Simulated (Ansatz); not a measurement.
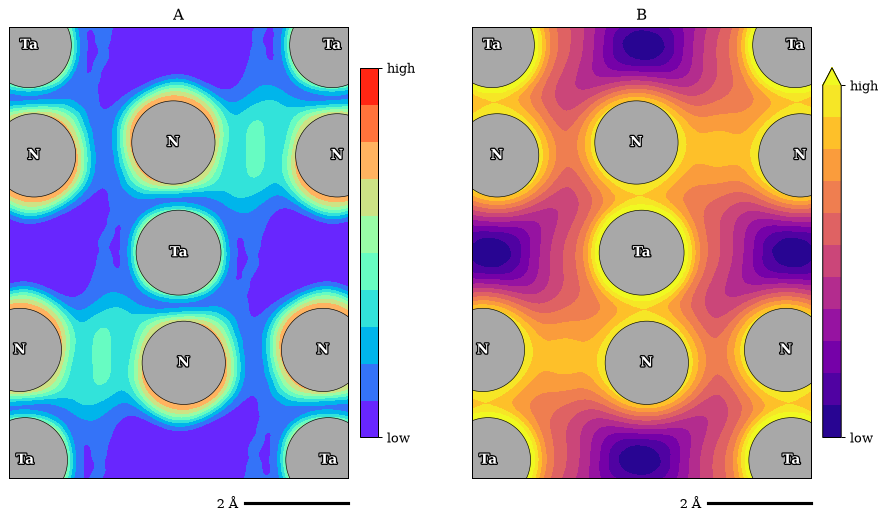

TaW2N4: 2 fields on the (010) plane of the conventional cell, with unlabelled colour scales. Grey discs cover the atomic cores.

Space group C2/m; a generated structure, not necessarily the stable one; changed on purpose from its base cell (volume × 0.91, shape and atoms relaxed); computed pressure about 36 GPa in this cell; computed without spin polarisation.

All numbers below come from DFT PBE, scalar-relativistic, plane waves, PAW in Ansatz 0.2.0.

Which field does each panel show? The fields are: electron localisation function and valence pseudo-density.

Panel A: electron localisation function. Panel B: valence pseudo-density.
